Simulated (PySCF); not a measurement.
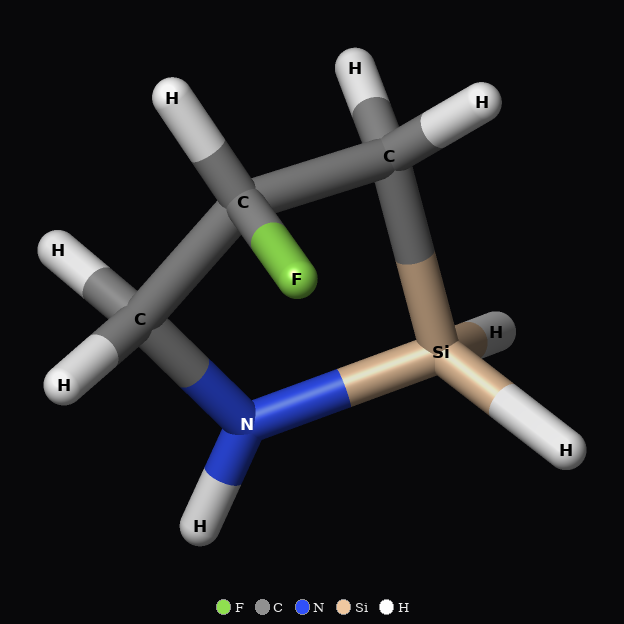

The computed structure is the end point of a PBE0-D3(BJ)/def2-SVP optimisation. No frequency run is at hand to confirm it as a minimum. Program: PySCF 2.14.0.

At this fixed geometry, give HOMO–LUMO gap (eV) at these levels: B97-2/pcSseg-1; BHandHLYP/pcSseg-1; CAM-B3LYP/pcSseg-1; LC-wPBE/pcSseg-1; WP04/pcSseg-1; ωB97X-D/pcSseg-1.

| level | HOMO–LUMO gap (eV) |
| --- | --- |
| B97-2/pcSseg-1 | 7.21 |
| BHandHLYP/pcSseg-1 | 9.62 |
| CAM-B3LYP/pcSseg-1 | 9.84 |
| LC-wPBE/pcSseg-1 | 12.44 |
| WP04/pcSseg-1 | 6.93 |
| ωB97X-D/pcSseg-1 | 11.15 |
